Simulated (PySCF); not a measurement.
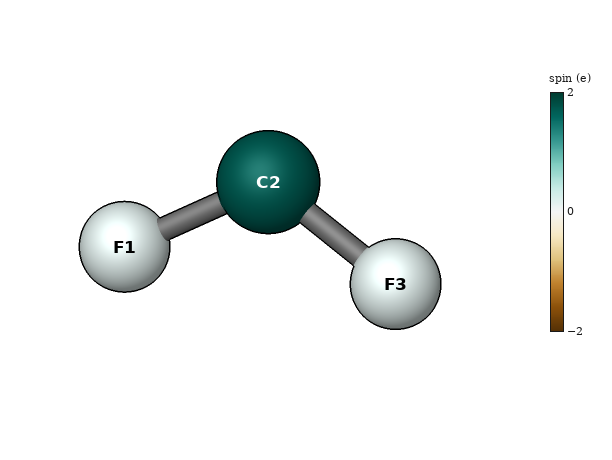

Atoms are coloured by their Mulliken spin populations. State: neutral, triplet. Computed geometry: GFN2-xTB optimisation. No frequency run is at hand to confirm it as a minimum. Method: UKS B3LYP, pcH-1 on C F, non-relativistic (PySCF 2.14.0).

List the Mulliken spin populations.

```csv
atom,value (e)
F1,0.14
C2,1.71
F3,0.14
```

Mulliken values depend strongly on the basis set. The spin state was imposed, and no run here compares it with a lower spin, which may lie lower.
